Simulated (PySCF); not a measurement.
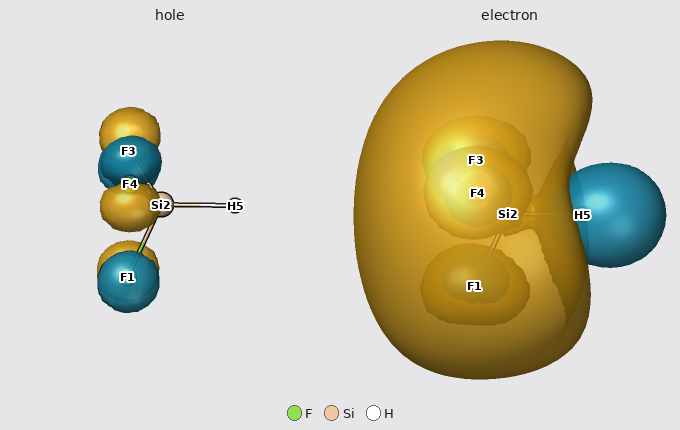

F3HSi, SMILES `F[SiH](F)F`. Leading natural transition orbital pair of S₃ (TDA singlet states); the surfaces enclose about 78 % of each orbital's density.

Level of theory: ωB97X/def2-SVPD (PySCF), at a geometry from GFN2-xTB. No frequency check shows the geometry to be a minimum.

Coordinates in Å:

```
F1      -1.3966   -0.3952   -0.2571
Si2     -0.0000    0.0000    0.3676
F3       1.0406   -1.0118   -0.2571
F4       0.3560    1.4071   -0.2571
H5       0.0001   -0.0000    1.7954
```

Q: Where does the state lie, and where do hole and electron sit?

A: 11.90 eV (104 nm), f = 0.000 (dark), partly diffuse acceptor orbital; the leading pair carries 67 %; hole on F1, F3 and F4 (31 % each) and Si2 (7 %), electron on Si2 (48 %), F1, F3 and F4 (14 % each) and H5 (10 %) (atom shares of so diffuse an orbital are rough) (shares are of the whole state, not of the leading pair alone); their centroids lie 0.5 Å apart; S₄ and S₅ lie within 0.1 eV of it. In canonical orbitals it is mainly HOMO−1 → LUMO (52 %). The HOMO–LUMO gap is 16.75 eV.
